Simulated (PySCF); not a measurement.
**C3H11PSi2: runs on many settings**

Which settings matter for C3H11PSi2 (`C[C@@H]1[SiH2]C[Si@@H]1P`), and how do bad ones show?

The runs use PySCF 2.14.0, with density-fitted response routines of our own; the level of theory stands in each step. All values are computed, except where a source is named. Atoms count from 0, in the outputs and in this text.

## 1. The starting structure

17 atoms, charge 0, multiplicity 1; geometry from: GFN2-xTB.

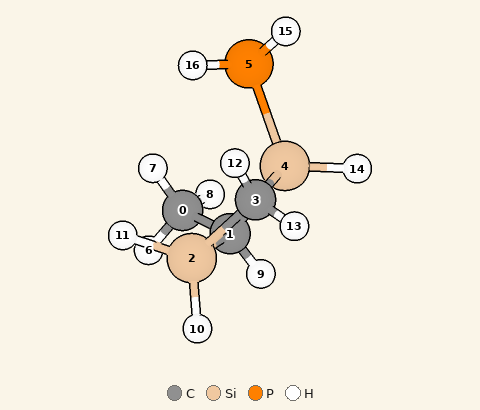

As it starts; carbon grey, silicon light orange, phosphorus orange, hydrogen white, atoms numbered; sticks join atoms by distance.

## 2. NMR shieldings: WP04/def2-SVP

The job: settings as JSON, then the geometry in Å.

```
{"job": {"kind": "nmr", "xc": "WP04", "basis": "def2-SVP", "pop": false, "scf": {"guess": "vsap"}}, "charge": 0, "multiplicity": 1}
C     -0.541167    -1.937203    -0.520799
C     -0.824994    -0.716998     0.342193
Si    -1.479440     0.862508    -0.542451
C     -0.094279     1.846543     0.351970
Si     0.710124     0.231495     1.026445
P      2.580867    -0.479977     0.008131
H     -1.453274    -2.310852    -0.984633
H      0.164805    -1.689917    -1.313442
H     -0.105640    -2.740478     0.072479
H     -1.487991    -1.019506     1.154719
H     -2.846164     1.262377    -0.206076
H     -1.307989     0.824691    -1.995997
H      0.534089     2.459573    -0.288213
H     -0.467773     2.497368     1.137312
H      0.944581     0.187455     2.478200
H      3.349777     0.576287     0.460763
H      2.317469     0.158664    -1.190509
```

Method: GIAO WP04/def2-SVP NMR shielding, non-relativistic, gas phase.

The run is started by

```console
$ OMP_NUM_THREADS=1 python probes_run.py task.json out
```

The driver reads the jobs from task.json and runs them one after another.

Output:

```text
final grid: 128496 points
cycle   1  E = -1043.7696506858  dE =  8.721e+00  |g| = 4.457e+00  |ddm| = 1.717e+01
cycle   2  E = -1012.1468359969  dE =  3.162e+01  |g| = 9.318e+00  |ddm| = 2.329e+01
cycle   3  E = -1049.2757278640  dE = -3.713e+01  |g| = 3.567e+00  |ddm| = 1.650e+01
cycle   4  E = -1053.6765376850  dE = -4.401e+00  |g| = 1.285e+00  |ddm| = 6.163e+00
cycle   5  E = -1053.9543415334  dE = -2.778e-01  |g| = 8.569e-01  |ddm| = 2.714e+00
cycle   6  E = -1054.1909345160  dE = -2.366e-01  |g| = 2.216e-01  |ddm| = 1.373e+00
cycle   7  E = -1054.2047595139  dE = -1.382e-02  |g| = 9.408e-02  |ddm| = 3.671e-01
cycle   8  E = -1054.2071777951  dE = -2.418e-03  |g| = 2.633e-02  |ddm| = 1.283e-01
cycle   9  E = -1054.2073912082  dE = -2.134e-04  |g| = 8.448e-03  |ddm| = 4.738e-02
cycle  10  E = -1054.2074144539  dE = -2.325e-05  |g| = 2.193e-03  |ddm| = 1.489e-02
cycle  11  E = -1054.2074157497  dE = -1.296e-06  |g| = 5.614e-04  |ddm| = 2.607e-03
cycle  12  E = -1054.2074158383  dE = -8.860e-08  |g| = 1.127e-04  |ddm| = 7.756e-04
cycle  13  E = -1054.2074158426  dE = -4.267e-09  |g| = 2.480e-05  |ddm| = 2.116e-04
cycle  14  E = -1054.2074158428  dE = -2.185e-10  |g| = 4.814e-06  |ddm| = 4.704e-05
converged SCF energy = -1054.2074158428

GIAO shielding tensors (ppm)
atom      isotropic    diamagn.    paramagn.     s11        s22        s33       span
  0 C      170.793     245.146     -74.353    162.082    168.643    181.655     19.573
  1 C      169.865     252.113     -82.248    140.167    181.779    187.649     47.482
  2 Si     439.821     882.558    -442.738    410.434    429.279    479.749     69.315
  3 C      182.457     252.159     -69.702    163.390    185.003    198.978     35.587
  4 Si     408.222     884.008    -475.787    348.148    425.159    451.358    103.210
  5 P      608.579     968.569    -359.990    563.197    611.561    650.979     87.782
  6 H       30.896      28.785       2.110     26.225     28.616     37.845     11.620
  7 H       30.999      33.477      -2.478     27.074     31.642     34.281      7.207
  8 H       30.875      29.698       1.177     26.908     28.388     37.328     10.420
  9 H       30.578      31.826      -1.247     27.124     29.802     34.809      7.685
 10 H       27.896      31.263      -3.368     24.832     25.498     33.357      8.525
 11 H       28.139      32.837      -4.699     25.828     26.163     32.425      6.597
 12 H       31.669      32.301      -0.632     27.764     29.419     37.824     10.060
 13 H       31.302      30.786       0.515     27.845     28.342     37.717      9.872
 14 H       27.365      31.899      -4.534     24.560     25.436     32.098      7.538
 15 H       31.437      31.017       0.420     27.226     28.083     39.001     11.775
 16 H       31.363      34.218      -2.855     26.696     29.854     37.538     10.842
```

Wall time 36 s (1 thread of Arm Neoverse N1, shared host); peak memory 0.68 GiB.

The references, computed at this level on geometries of the same kind, shield at (ppm): ¹H TMS 32.03, ¹³C TMS 186.4, ²⁹Si TMS 411.8, ³¹P PH3 612.3. Their shielding less the atom's gives the shift. The references are single molecules in the gas phase, so shifts against H2O, NH3, PH3, H3PO4 or CFCl3 are not on the usual liquid scales and can be off by tens of ppm. Atoms listed in one row are averaged.

| atoms | environment | σ (ppm) | δ (ppm) |
| --- | --- | --- | --- |
| C1 | sp3 CH bonded to 2 Si | 169.9 | 16.5 |
| C0 | methyl carbon | 170.8 | 15.6 |
| C3 | sp3 CH2 bonded to 2 Si | 182.5 | 3.9 |
| H14 | hydrogen on a silicon bonded to 2 C, P, in a 4-membered ring | 27.36 | 4.67 |
| H10 | hydrogen on a silicon bonded to 2 C, in a 4-membered ring | 27.90 | 4.14 |
| H11 | hydrogen on a silicon bonded to 2 C, in a 4-membered ring | 28.14 | 3.90 |
| H9 | hydrogen on an sp3 CH bonded to 2 Si | 30.58 | 1.46 |
| H6, H7, H8 | hydrogen on a methyl carbon | 30.92 | 1.11 |
| H13 | hydrogen on an sp3 CH2 bonded to 2 Si | 31.30 | 0.73 |
| H15, H16 | hydrogen on a phosphorus bonded to Si | 31.40 | 0.63 |
| H12 | hydrogen on an sp3 CH2 bonded to 2 Si | 31.67 | 0.37 |
| Si4 | silicon bonded to 2 C, P, H, in a 4-membered ring | 408.2 | 3.6 |
| Si2 | silicon bonded to 2 C, 2 H, in a 4-membered ring | 439.8 | -28.0 |
| P5 | phosphorus bonded to Si, 2 H | 608.6 | 3.7 |

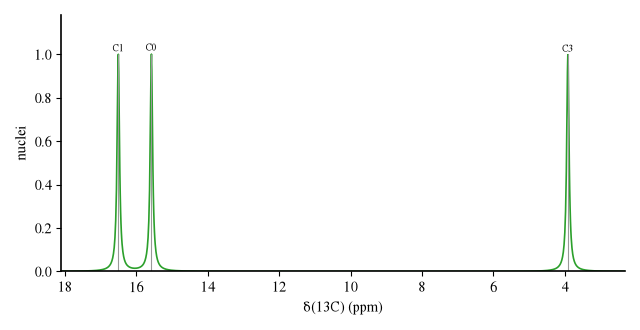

¹³C lines at the computed shifts, without couplings. Lines are broadened to a width of 0.08 ppm (Lorentzian).

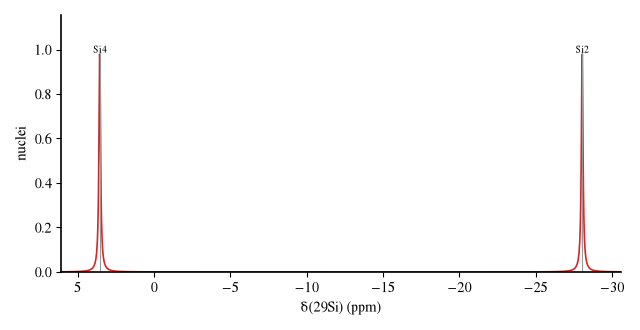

²⁹Si lines at the computed shifts, without couplings. Lines are broadened to a width of 0.13 ppm (Lorentzian).

Ring of atoms C1, Si2, C3, Si4: NICS(0) 0.0, NICS(1) -1.0, NICS(1)zz 4.2 ppm (means of both faces).

## 3. Indirect couplings: PBE0/aug-cc-pVDZ

Settings changed since step 2:

```diff
@@ -1,2 +1,2 @@
-{"job": {"kind": "nmr", "xc": "WP04", "basis": "def2-SVP", "pop": false, "scf": {"guess": "vsap"}}, "charge": 0, "multiplicity": 1}
+{"job": {"kind": "j", "xc": "PBE0", "basis": "aug-cc-pVDZ"}, "charge": 0, "multiplicity": 1}
 C     -0.541167    -1.937203    -0.520799
```

With the program's defaults for keys left out, this is: PBE0/aug-cc-pVDZ indirect spin-spin coupling, non-relativistic, gas phase.

Output:

```text
coarse grid: 14952 points
cycle   1  E = -1040.6765522133  dE =  3.995e-01  |g| = 4.859e-01  |ddm| = 9.654e+00
cycle   2  E = -1040.6232467623  dE =  5.331e-02  |g| = 6.418e-01  |ddm| = 2.504e+00
cycle   3  E = -1040.7405921665  dE = -1.173e-01  |g| = 6.022e-02  |ddm| = 1.419e+00
cycle   4  E = -1040.7415803445  dE = -9.882e-04  |g| = 2.495e-02  |ddm| = 2.169e-01
cycle   5  E = -1040.7417638635  dE = -1.835e-04  |g| = 4.246e-03  |ddm| = 6.447e-02
cycle   6  E = -1040.7417685173  dE = -4.654e-06  |g| = 1.509e-03  |ddm| = 1.404e-02
final grid: 128496 points
cycle   7  E = -1040.7613259802  dE = -2.044e-05  |g| = 8.043e-03  |ddm| = 1.898e-01
cycle   8  E = -1040.7613097287  dE =  1.625e-05  |g| = 1.098e-02  |ddm| = 4.340e-02
cycle   9  E = -1040.7613444013  dE = -3.467e-05  |g| = 7.486e-04  |ddm| = 2.404e-02
cycle  10  E = -1040.7613445571  dE = -1.559e-07  |g| = 1.450e-04  |ddm| = 1.989e-03
cycle  11  E = -1040.7613445623  dE = -5.226e-09  |g| = 3.988e-05  |ddm| = 4.517e-04
cycle  12  E = -1040.7613445628  dE = -4.029e-10  |g| = 1.788e-05  |ddm| = 1.513e-04
converged SCF energy = -1040.7613445628

Indirect spin-spin couplings (Hz)
  i      j    bonds     total        FC       PSO       DSO        SD
  0 C    1 C    1     85.561    85.431    -0.103     0.233         -
  0 C    2 Si   2      3.881     3.724     0.132    -0.006     0.031
  0 C    3 C    3      3.147     3.210    -0.016    -0.047         -
  0 C    4 Si   2      4.152     3.990     0.138    -0.014     0.038
  0 C    5 P    3      7.290     7.187     0.031     0.041     0.031
  0 C    6 H    1    137.487   135.811     0.948     0.728         -
  0 C    7 H    1    141.590   139.843     0.930     0.817         -
  0 C    8 H    1    139.333   137.662     0.926     0.745         -
  0 C    9 H    2     -6.169    -6.298     0.185    -0.056         -
  0 C   10 H    3      0.731     0.899     0.081    -0.249         -
  0 C   11 H    3      2.551     2.469    -0.005     0.087         -
  0 C   12 H    4      1.060     1.177     0.105    -0.222         -
  0 C   13 H    4     -0.930    -0.768     0.165    -0.326         -
  0 C   14 H    3      0.622     0.786     0.080    -0.243         -
  0 C   15 H    4      0.995     1.215     0.099    -0.319         -
  1 C    2 Si   1    -51.528   -50.392     0.192    -0.122    -1.206
  1 C    3 C    2     10.265    10.371    -0.156     0.050         -
  1 C    4 Si   1    -50.070   -49.006     0.253    -0.136    -1.181
  1 C    5 P    2     10.030     9.841     0.097     0.004     0.089
  1 C    6 H    2     -4.585    -4.765     0.222    -0.043         -
  1 C    7 H    2     -3.269    -3.452     0.144     0.039         -
  1 C    8 H    2     -4.900    -5.096     0.223    -0.027         -
  1 C    9 H    1    144.451   142.144     1.164     1.143         -
  1 C   10 H    2      1.435     1.576     0.032    -0.173         -
  1 C   11 H    2      0.788     0.879     0.045    -0.135         -
  1 C   12 H    3      4.895     5.099     0.077    -0.281         -
  1 C   13 H    3      0.988     1.109     0.041    -0.163         -
  1 C   14 H    2      1.185     1.315     0.036    -0.165         -
  1 C   15 H    3      4.024     4.283     0.066    -0.325         -
  1 C   16 H    3     -0.359    -0.392    -0.019     0.051         -
  2 Si   3 C    1    -47.424   -46.453     0.283    -0.103    -1.152
  2 Si   4 Si   2    -13.251   -13.127    -0.262     0.017     0.121
  2 Si   5 P    3     -0.261    -0.343     0.073     0.036    -0.027
  2 Si   6 H    3     -4.829    -4.881     0.052    -0.015     0.015
  2 Si   7 H    3     -2.321    -2.324     0.020    -0.057     0.039
  2 Si   8 H    3    -16.159   -16.153    -0.188     0.249    -0.067
  2 Si   9 H    2      7.528     7.713    -0.052     0.042    -0.175
  2 Si  10 H    1   -172.591  -173.014     0.731    -0.276    -0.031
  2 Si  11 H    1   -168.924  -169.306     0.721    -0.301    -0.039
  2 Si  12 H    2      6.825     7.027    -0.063     0.095    -0.234
  2 Si  13 H    2      7.657     7.847    -0.073     0.086    -0.203
  2 Si  14 H    3     -5.673    -6.013     0.050     0.257     0.032
  2 Si  15 H    4      0.370     0.233    -0.038     0.159     0.016
  2 Si  16 H    4      0.261     0.239     0.065    -0.083     0.039
  3 C    4 Si   1    -45.542   -44.940     0.525    -0.118    -1.009
  3 C    5 P    2     -2.235    -1.842    -0.657    -0.027     0.291
  3 C    6 H    4     -0.172    -0.048     0.154    -0.277         -
  3 C    9 H    3      1.260     1.372     0.052    -0.163         -
  3 C   10 H    2      1.127     1.281     0.068    -0.222         -
  3 C   11 H    2      0.766     0.890     0.053    -0.177         -
  3 C   12 H    1    146.113   143.893     1.315     0.906         -
  3 C   13 H    1    142.643   140.341     1.397     0.905         -
  3 C   14 H    2      2.680     2.830     0.048    -0.198         -
  3 C   15 H    3      1.235     1.216    -0.026     0.044         -
  3 C   16 H    3      2.832     2.683    -0.065     0.213         -
  4 Si   5 P    1     39.363    38.885     7.425    -0.095    -6.852
  4 Si   6 H    3    -17.156   -17.126    -0.202     0.233    -0.062
  4 Si   7 H    3     -3.245    -3.215     0.025    -0.094     0.039
  4 Si   8 H    3     -4.205    -4.219     0.040    -0.034     0.008
  4 Si   9 H    2      8.102     8.389    -0.075    -0.005    -0.206
  4 Si  10 H    3     -7.233    -7.566     0.063     0.238     0.031
  4 Si  11 H    3     -0.507    -0.782     0.080     0.153     0.042
  4 Si  12 H    2      7.580     7.896    -0.092     0.052    -0.276
  4 Si  13 H    2      7.678     7.855    -0.031     0.041    -0.186
  4 Si  14 H    1   -173.735  -174.199     0.866    -0.377    -0.025
  4 Si  15 H    2      7.612     7.507     0.243    -0.040    -0.099
  4 Si  16 H    2      8.205     8.113     0.228    -0.043    -0.093
  5 P    6 H    4      1.348     1.435     0.332    -0.332    -0.086
  5 P    7 H    4      1.337     0.911     0.140     0.480    -0.194
  5 P    8 H    4      0.975     0.850     0.067     0.163    -0.106
  5 P    9 H    3      1.553     1.828     0.132    -0.421     0.014
  5 P   11 H    4     -0.343    -0.177    -0.072    -0.058    -0.037
  5 P   12 H    3     -0.217     0.602    -0.409     0.047    -0.456
  5 P   13 H    3     -1.548    -1.001    -0.124    -0.447     0.024
  5 P   14 H    2     22.101    22.784    -0.456    -0.230     0.003
  5 P   15 H    1    153.985   147.954     6.038     0.485    -0.492
  5 P   16 H    1    146.644   140.907     5.818     0.538    -0.619
  6 H    7 H    2    -12.849   -12.714     2.054    -2.188         -
  6 H    8 H    2    -12.811   -12.550     2.138    -2.398         -
  6 H    9 H    3      3.502     3.257     0.479    -0.234         -
  6 H   11 H    4      0.161    -0.110    -0.134     0.404         -
  6 H   12 H    5     -0.371     0.064     0.654    -1.089         -
  6 H   13 H    5     -0.545    -0.036     0.719    -1.228         -
  6 H   14 H    4      0.464     1.030     0.742    -1.307         -
  6 H   15 H    5     -0.765    -0.054     0.669    -1.379         -
  7 H    8 H    2    -12.897   -12.831     2.005    -2.072         -
  7 H    9 H    3     11.546    12.093     1.913    -2.460         -
  7 H   10 H    4     -0.874    -0.083     0.506    -1.297         -
  7 H   11 H    4      0.624    -0.027    -0.563     1.215         -
  7 H   12 H    5     -0.185    -0.091     0.081    -0.175         -
  7 H   13 H    5     -0.372     0.174     0.676    -1.221         -
  7 H   14 H    4     -0.890    -0.051     0.478    -1.318         -
  7 H   15 H    5     -0.753     0.221     0.244    -1.218         -
  7 H   16 H    5      1.057     0.130    -1.025     1.952         -
  8 H    9 H    3      4.428     4.089     0.354    -0.014         -
  8 H   10 H    4      0.409     0.945     0.729    -1.265         -
  8 H   11 H    4     -0.594    -0.298     0.817    -1.113         -
  8 H   12 H    5     -0.449     0.026     0.688    -1.163         -
  8 H   13 H    5     -0.546    -0.035     0.719    -1.229         -
  8 H   15 H    5     -0.928    -0.056     0.369    -1.241         -
  9 H   10 H    3      3.274     3.131    -0.061     0.204         -
  9 H   11 H    3      2.178     3.293     0.826    -1.941         -
  9 H   12 H    4     -2.279    -1.493     1.021    -1.807         -
  9 H   13 H    4      1.336     1.489     0.300    -0.454         -
  9 H   14 H    3      3.469     3.312    -0.074     0.231         -
  9 H   15 H    4     -1.113    -0.278     0.577    -1.412         -
  9 H   16 H    4     -0.823    -0.269     0.693    -1.247         -
 10 H   11 H    2      5.857     7.366     0.452    -1.960         -
 10 H   12 H    3      0.779     1.653     0.719    -1.593         -
 10 H   13 H    3      4.061     3.960     0.034     0.067         -
 10 H   14 H    4      1.731     2.347     0.336    -0.952         -
 10 H   15 H    5     -0.783    -0.127     0.388    -1.044         -
 10 H   16 H    5     -0.698    -0.092     0.293    -0.899         -
 11 H   12 H    3      3.988     3.831     0.006     0.151         -
 11 H   13 H    3      2.751     3.819     0.838    -1.906         -
 11 H   14 H    4     -0.565     0.581     0.532    -1.678         -
 11 H   15 H    5     -0.350     0.007     0.245    -0.602         -
 11 H   16 H    5      0.752     0.107    -0.385     1.029         -
 12 H   13 H    2    -15.167   -15.571     2.279    -1.875         -
 12 H   14 H    3      0.434     1.256     0.686    -1.508         -
 12 H   15 H    4      0.271    -0.186    -0.326     0.784         -
 12 H   16 H    4      0.728    -0.164    -0.690     1.582         -
 13 H   14 H    3      3.256     3.119     0.008     0.129         -
 13 H   15 H    4     -0.332    -0.227     0.297    -0.402         -
 14 H   15 H    3      1.054     0.956    -0.001     0.100         -
 14 H   16 H    3      5.663     7.168     0.512    -2.018         -
 15 H   16 H    2    -14.493   -14.667     0.822    -0.649         -
```

It took 2.3 min on 1 thread of Arm Neoverse N1, shared host; peak memory 1 GiB.

The basis is not made for couplings: without tight functions at the nuclei these values are rough.

Couplings of 1 Hz or more, nine at most for each number of bonds, with means over like pairs (isotopes 13C, 1H, 31P, 29Si):

| pair | bonds | J (Hz) | Fermi contact (Hz) | dihedral (°) |
| --- | --- | --- | --- | --- |
| Si4–H14 | 1 | -173.7 | -174.2 | – |
| Si2–H10 | 1 | -172.6 | -173.0 | – |
| Si2–H11 | 1 | -168.9 | -169.3 | – |
| P5–H15 | 1 | 150.3 | 144.4 | – |
| C3–H12 | 1 | 146.1 | 143.9 | – |
| C1–H9 | 1 | 144.5 | 142.1 | – |
| C3–H13 | 1 | 142.6 | 140.3 | – |
| C0–H6 | 1 | 139.5 | 137.8 | – |
| C0–C1 | 1 | 85.6 | 85.4 | – |
| P5–H14 | 2 | 22.1 | 22.8 | – |
| H12–H13 | 2 | -15.2 | -15.6 | – |
| H15–H16 | 2 | -14.5 | -14.7 | – |
| Si2–Si4 | 2 | -13.3 | -13.1 | – |
| H6–H7 | 2 | -12.9 | -12.7 | – |
| C1–C3 | 2 | 10.3 | 10.4 | – |
| C1–P5 | 2 | 10.0 | 9.8 | – |
| Si4–H9 | 2 | 8.1 | 8.4 | – |
| Si4–H15 | 2 | 7.9 | 7.8 | – |
| Si4–H6 | 3 | -8.2 | -8.2 | – |
| Si2–H6 | 3 | -7.8 | -7.8 | – |
| C0–P5 | 3 | 7.3 | 7.2 | 12 |
| Si4–H10 | 3 | -7.2 | -7.6 | – |
| H6–H9 | 3 | 6.5 | 6.5 | – |
| Si2–H14 | 3 | -5.7 | -6.0 | – |
| C1–H12 | 3 | 4.9 | 5.1 | – |
| H10–H13 | 3 | 4.1 | 4.0 | 9 |
| H11–H12 | 3 | 4.0 | 3.8 | 14 |
| H9–H12 | 4 | -2.3 | -1.5 | – |
| H10–H14 | 4 | 1.7 | 2.3 | – |
| H9–H13 | 4 | 1.3 | 1.5 | – |
| P5–H6 | 4 | 1.2 | 1.1 | – |
| C0–H12 | 4 | 1.1 | 1.2 | – |

The spin-dipole term was solved for some atoms only; pairs without it lack that part.

Joined with the shifts from before (WP04/def2-SVP, unscaled), the couplings predict the line list below for 400 MHz.

¹H NMR δ 4.67 (d of quint of d, J = 22.1, 3.4, 1.7 Hz, 1H), 4.14 (m, 1H), 3.90 (ddt, J = 5.9, 4.0, 2.5 Hz, 1H), 1.46 (m, 1H), 1.11 (dd, J = 6.5, 1.2 Hz, 3H), 0.73 (m, 1H), 0.63 (ddd, J = 150.3, 3.4, 1.0 Hz, 2H), 0.37 (ddd, J = 15.2, 4.0, 2.3 Hz, 1H). The letters are first-order; like nuclei with unlike couplings give more lines.

## 4. Shielding tensors: PBE0/6-311+G(2d,p)

Settings changed since step 3:

```diff
@@ -1,2 +1,2 @@
-{"job": {"kind": "j", "xc": "PBE0", "basis": "aug-cc-pVDZ"}, "charge": 0, "multiplicity": 1}
+{"job": {"kind": "nmr", "xc": "PBE0", "basis": "6-311+G(2d,p)", "pop": false, "grid": 0, "scf": {"diis": false, "max_cycle": 84}}, "charge": 0, "multiplicity": 1}
 C     -0.541167    -1.937203    -0.520799
```

With the program's defaults for keys left out, this is: GIAO PBE0/6-311+G(2d,p) NMR shielding, non-relativistic, gas phase.

Output:

```text
final grid: 14952 points
cycle   1  E = -1040.7465403364  dE =  3.211e-01  |g| = 5.336e-01  |ddm| = 3.546e+00
cycle   2  E = -1040.6914340885  dE =  5.511e-02  |g| = 6.752e-01  |ddm| = 1.173e+00
cycle   3  E = -1040.5709628358  dE =  1.205e-01  |g| = 9.838e-01  |ddm| = 1.578e+00
cycle   4  E = -1040.2117142262  dE =  3.592e-01  |g| = 1.429e+00  |ddm| = 3.030e+00
cycle   5  E = -1039.4816997380  dE =  7.300e-01  |g| = 2.309e+00  |ddm| = 4.020e+00
cycle   6  E = -1030.3403272015  dE =  9.141e+00  |g| = 4.467e+00  |ddm| = 2.310e+02
cycle   7  E = -994.6575251011  dE =  3.568e+01  |g| = 1.141e+01  |ddm| = 2.294e+02
cycle   8  E = -893.9521598571  dE =  1.007e+02  |g| = 1.827e+01  |ddm| = 1.030e+03
cycle   9  E = -832.4611600788  dE =  6.149e+01  |g| = 1.575e+01  |ddm| = 1.026e+03
cycle  10  E = -514.7745365972  dE =  3.177e+02  |g| = 4.361e+01  |ddm| = 8.916e+01
[... 64 cycles left out ...]
cycle  75  E = -539.6201736549  dE =  2.707e+01  |g| = 4.139e+01  |ddm| = 1.116e+02
cycle  76  E = -566.6930824215  dE = -2.707e+01  |g| = 4.873e+01  |ddm| = 1.116e+02
cycle  77  E = -539.6201736549  dE =  2.707e+01  |g| = 4.139e+01  |ddm| = 1.116e+02
cycle  78  E = -566.6930824215  dE = -2.707e+01  |g| = 4.873e+01  |ddm| = 1.116e+02
cycle  79  E = -539.6201736549  dE =  2.707e+01  |g| = 4.139e+01  |ddm| = 1.116e+02
cycle  80  E = -566.6930824215  dE = -2.707e+01  |g| = 4.873e+01  |ddm| = 1.116e+02
cycle  81  E = -539.6201736549  dE =  2.707e+01  |g| = 4.139e+01  |ddm| = 1.116e+02
cycle  82  E = -566.6930824215  dE = -2.707e+01  |g| = 4.873e+01  |ddm| = 1.116e+02
cycle  83  E = -539.6201736549  dE =  2.707e+01  |g| = 4.139e+01  |ddm| = 1.116e+02
cycle  84  E = -566.6930824215  dE = -2.707e+01  |g| = 4.873e+01  |ddm| = 1.116e+02
SCF not converged, last energy = -566.6930824215
```

Wall time 77 s (1 thread of Arm Neoverse N1, shared host); peak memory 0.78 GiB.

Diagnosis: The SCF swings between two densities 27.07 Eh apart: plain iteration without DIIS overshoots. The remedy is to turn DIIS on. Numbers printed on the way are no properties of the molecule.

[end of part 1 of 2]
